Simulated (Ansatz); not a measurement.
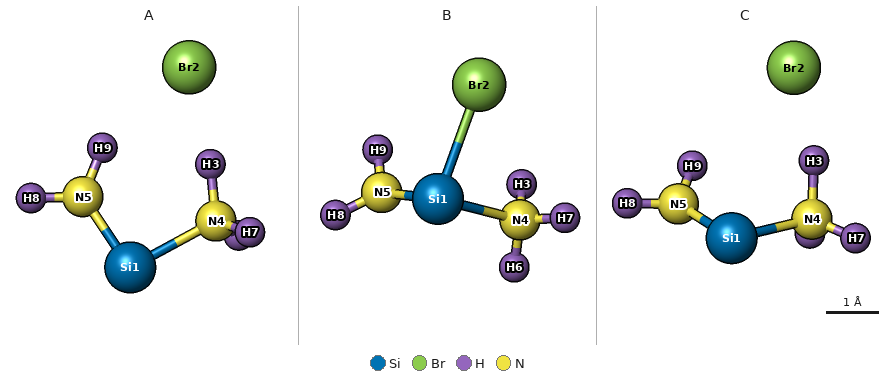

Three geometries of SiN2H5Br: a saddle point and the two minima that it joins, in shuffled order. Style: ball-and-stick. Shown face on. Sticks join atoms that are closer than about 1.2 times the sum of their covalent radii (a little more with hydrogen).

Stationary points at PBE0-D4/def2-TZVP, single-point energies with CCSD(T)/CBS, PBE-QIDH, CAM-B3LYP-D4 (def2-TZVPP where no basis is named; Ansatz 0.2.0). The energies are electronic, without zero-point or thermal terms, and both ends are the minima reached downhill from the saddle, with any fragments still in contact. CCSD(T)/CBS stands for a frozen-core estimate: MP2 correlation extrapolated from def2-TZVPP and def2-QZVPP, CCSD(T) minus MP2 from the smaller set.

Identify the saddle point and describe the reaction.

Frame C is the saddle point. Counted by bonded pieces, B holds SiH₅BrN₂ and A holds Br + SiH₅N₂. A bond breaks: Si1–Br2 (2.36 → 3.60 → 4.09 Å). The saddle has one imaginary mode, 119i cm⁻¹. With CCSD(T)/CBS the barrier is 23.0 kcal/mol from B and 2.6 kcal/mol from A, and A lies 20.4 kcal/mol above B. By Pauling bond orders of the changing bonds the saddle lies closer to A, the higher end, as Hammond's postulate suggests.

```csv
level,barrier from B (kcal/mol),barrier from A (kcal/mol),A less B (kcal/mol)
CCSD(T)/CBS,23.0,2.6,20.4
PBE-QIDH,23.5,2.6,20.9
CAM-B3LYP-D4,20.2,2.5,17.7
```

Against CCSD(T)/CBS, PBE-QIDH comes closest on the barrier from B (+0.5 kcal/mol) and CAM-B3LYP-D4 misses most (−2.8 kcal/mol).
